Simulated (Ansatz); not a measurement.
**singlet [C2F3]− at 6 levels**

We compute a comparison of 6 runs (HF/STO-3G, B2PLYP/aug-cc-pVDZ, PBE-QIDH/aug-cc-pVDZ, PBE/aug-cc-pVDZ, SVWN5/aug-cc-pVDZ, MP2/aug-cc-pVDZ) of singlet [C2F3]−. 

The results are computed with Ansatz 0.2.0.

45 further runs of the same task are left out: 3 that didn't finish, 42 set aside as unsound or not needed.

### Step 1. Starting point

The species is [C2F3]− (5 atoms), meant as a singlet with charge -1. As SMILES of the parent species, `F[C]=C(F)F`. The coordinates come from a PBE0-D4/def2-TZVP relaxation. That shape belongs to the parent species and isn't relaxed for this state.

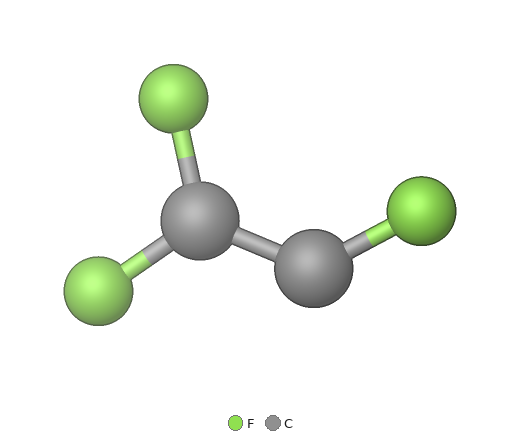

Viewed from a chosen angle; fluorine green, carbon grey.

### Step 2. A single-point energy at HF/STO-3G (run 1)

The input, input.yaml:

```yaml
crystal:
  periodic: [false, false, false]
  atoms:
    - {symbol: F, position_ang: [0.577720, -1.033470, 1.511080]}
    - {symbol: C, position_ang: [0.506940, 0.038840, 0.785720]}
    - {symbol: C, position_ang: [-0.126500, 0.247860, -0.343200]}
    - {symbol: F, position_ang: [-0.848620, -0.650470, -0.980670]}
    - {symbol: F, position_ang: [-0.109540, 1.397240, -0.972920]}
basis:
  gaussian: {orbitals: STO-3G}
total_charge: -1
hamiltonian: {xc: hf}
accuracy: high
output: {orbitals: {seedname: orbitals}}
```

The run is started by

```console
$ ansatz run input.yaml --threads 1 --pin off --max-ram 3480MiB --events-out events.jsonl --progress --plain --runs-dir runs
```

The log of the run:

```text
Warning: RAYON_NUM_THREADS=1 ignored (pool sized by the plan → 1); use --threads N
Functional definition: HF
  name "HF"
  exchange = exact_x
  correlation = 0
479 factors; integrals over basis functions are off by at most 3.4e-8 eV
mean field evaluation 1: about -10026.6852 eV, gradient 3.2e1 eV
mean field evaluation 2: about -10026.9194 eV, gradient 3.2e1 eV
mean field evaluation 4: about -10030.7103 eV, gradient 3.0e0 eV
mean field evaluation 8: about -10030.7852 eV, gradient 3.3e-4 eV
mean field -10030.78520450 eV, -368.6245571549 hartree, gradient 1.9e-8 eV, S^2 0.000000; 0 other end points of the search recorded, 0 dependent functions left out
reference -10030.78520450 eV, -368.6245571549 hartree; 20, 20 occupied and 5, 5 virtual orbitals, 479 factors
Total energy: -10030.78520450 eV, -368.6245571549 hartree
```

Run time: 0.28 s. Hardware: 1 thread of Arm Neoverse N1, shared host.

### Step 3. The energy at B2PLYP/aug-cc-pVDZ (run 2)

The input, job.yaml:

```yaml
crystal:
  periodic: [false, false, false]
  atoms:
    - {symbol: F, position_ang: [0.577720, -1.033470, 1.511080]}
    - {symbol: C, position_ang: [0.506940, 0.038840, 0.785720]}
    - {symbol: C, position_ang: [-0.126500, 0.247860, -0.343200]}
    - {symbol: F, position_ang: [-0.848620, -0.650470, -0.980670]}
    - {symbol: F, position_ang: [-0.109540, 1.397240, -0.972920]}
basis:
  gaussian:
    orbitals: aug-cc-pVDZ
total_charge: -1
hamiltonian:
  xc: {name: B2PLYP}
correlation:
  frozen_orbitals: {C: 1, F: 1}
accuracy: high
output: {orbitals: {seedname: orbitals}}
```

The run is started by

```console
$ ansatz run job.yaml --threads 1 --pin off --max-ram 3480MiB --events-out events.jsonl --progress --plain --runs-dir runs
```

The log of the run, cut to the lines that bear on the results:

```text
Warning: RAYON_NUM_THREADS=1 ignored (pool sized by the plan → 1); use --threads N
Functional definition: B2PLYP
  name "B2PLYP"
[...]
2298 factors; integrals over basis functions are off by at most 2.3e-9 eV
[...]
mean field -10207.91035450 eV, -375.1337863578 hartree, gradient 8.1e-9 eV, S^2 0.000000; 0 other end points of the search recorded, 0 dependent functions left out
5 core orbitals not correlated: weight in the atoms' cores, before any rotation towards them, 1.000 or more for the frozen orbitals, at most 0.000 for the correlated occupied ones
reference -10207.91037610 eV, -375.1337871517 hartree; 15, 15 occupied and 95, 95 virtual orbitals, 2298 factors
second order -28.71241321 eV of doubles, -0.00000000 eV of singles
Total energy: -10215.66272767 eV, -375.4186808170 hartree
```

Run time: 27 s. Hardware: 1 thread of Arm Neoverse N1, shared host; peak memory 0.39 GiB.

Runs 3 to 5 aren't shown in full; the table further down has their settings and results.

### Step 4. The energy at MP2/aug-cc-pVDZ (run 6)

The input, run.yaml:

```yaml
crystal:
  periodic: [false, false, false]
  atoms:
    - symbol: F
      position_ang: [0.577720, -1.033470, 1.511080]
    - symbol: C
      position_ang: [0.506940, 0.038840, 0.785720]
    - symbol: C
      position_ang: [-0.126500, 0.247860, -0.343200]
    - symbol: F
      position_ang: [-0.848620, -0.650470, -0.980670]
    - symbol: F
      position_ang: [-0.109540, 1.397240, -0.972920]
basis:
  gaussian:
    orbitals: aug-cc-pVDZ
total_charge: -1
correlation:
  method: mp2
  frozen_orbitals: {C: 1, F: 1}
accuracy: high
```

The run is started by

```console
$ ansatz run run.yaml --threads 1 --pin off --max-ram 3480MiB --events-out events.jsonl --progress --plain --runs-dir runs
```

The log of the run:

```text
Warning: RAYON_NUM_THREADS=1 ignored (pool sized by the plan → 1); use --threads N
[... 4 set-up lines as earlier in the session ...]
2298 factors; integrals over basis functions are off by at most 2.3e-9 eV
mean field evaluation 1: about -10172.7721 eV, gradient 3.3e1 eV
mean field evaluation 2: about -10173.3482 eV, gradient 3.4e1 eV
mean field evaluation 4: about -10176.3335 eV, gradient 3.4e0 eV
mean field evaluation 8: about -10176.4221 eV, gradient 5.3e-1 eV
mean field evaluation 16: about -10176.4245 eV, gradient 8.6e-7 eV
mean field -10176.42451065 eV, -373.9767029382 hartree, gradient 3.1e-8 eV, S^2 0.000000; 0 other end points of the search recorded, 0 dependent functions left out
5 core orbitals not correlated: weight in the atoms' cores, before any rotation towards them, 1.000 or more for the frozen orbitals, at most 0.000 for the correlated occupied ones
reference -10176.42451065 eV, -373.9767029382 hartree; 15, 15 occupied and 95, 95 virtual orbitals, 2298 factors
second order -23.69385487 eV of doubles, -0.00000000 eV of singles
Total energy: -10200.11836553 eV, -374.8474360445 hartree
```

It took 10 s on 1 thread of Arm Neoverse N1, shared host; peak memory 0.35 GiB.

### Step 5. Overview of the runs

```tsv
run	level	frozen core orbitals	energy (Eh)	HOMO energy (eV)	LUMO energy (eV)	HOMO–LUMO gap (eV)	wall time
1	HF/STO-3G	–	-368.624557	3.08	19.75	16.67	0.28 s
2	B2PLYP/aug-cc-pVDZ	5	-375.418681	-0.45	4.71	5.16	27 s
3	PBE-QIDH/aug-cc-pVDZ	5	-375.202510	-1.30	5.01	6.32	28 s
4	PBE/aug-cc-pVDZ	–	-375.329124	1.95	3.83	1.88	14 s
5	SVWN5/aug-cc-pVDZ	–	-373.125633	1.80	3.91	2.10	11 s
6	MP2/aug-cc-pVDZ	5	-374.847436	–	–	–	10 s
```

### Step 6. Results

| quantity | value |
| --- | --- |
| run 6: total energy | -374.84744 Eh |
| run 6: correlation energy (5 core orbitals frozen) | -870.7 mEh |

What this shows: Over runs 1, 2, 3, 4, 5 the HOMO–LUMO gap runs from 1.88 eV (PBE/aug-cc-pVDZ) to 16.67 eV (HF/STO-3G). The two ends differ in method and basis. The empty levels of an anion lie above zero and hang on the basis. Totals of different functionals can't be ranked against each other. In runs 1, 4, 5 the HOMO lies above zero, so the outermost electron may be held by the basis alone. In run 1 the basis is minimal, so the values are rough. All runs together took 90 s, the longest 28 s.
